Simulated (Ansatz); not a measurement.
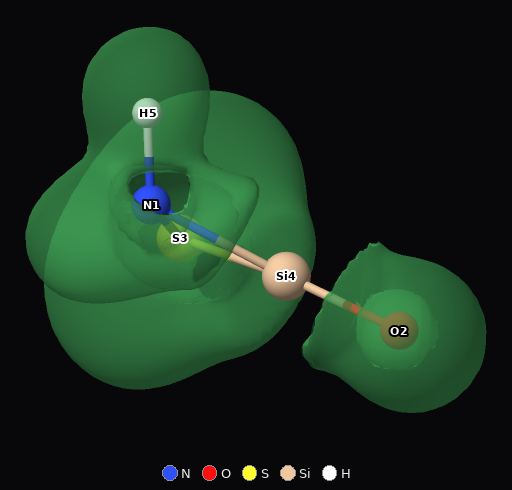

*HNOSSi (SMILES O=[Si]1NS1). Isosurface of the ELF at 0.75 (green), seen at an oblique angle. Core shells and regions of very low density are left out.*

Geometry: B3LYP/6-31G*.

Method: isolated molecule in a Gaussian basis; Kohn-Sham density functional theory, functional PBE0 (Ansatz 0.2.0).

```xyz
5

N    -0.8171   -0.0767    0.8161
O    -2.1151    0.2898   -1.9729
S     0.3064    1.4327    0.2427
Si   -1.2073    0.4616   -0.7611
H    -0.2285   -0.9002    0.9582
```

> Describe the localisation domains.

The ELF exceeds this value in one region on S in which the atom's valence shell and bonds are merged, one region wrapped around O (its lone pairs, merged into a ring or cap) and one joined region spread over several atoms (H, N), in which their bonds and any lone pairs are merged. Along the contacts the grid gives the following. Si–O (1.52 Å): the ELF peaks at about 0.80 between the atoms (a polar covalent bond). Si–N (1.71 Å): the ELF peaks at about 0.90 between the atoms: a shared but strongly polarised pair.
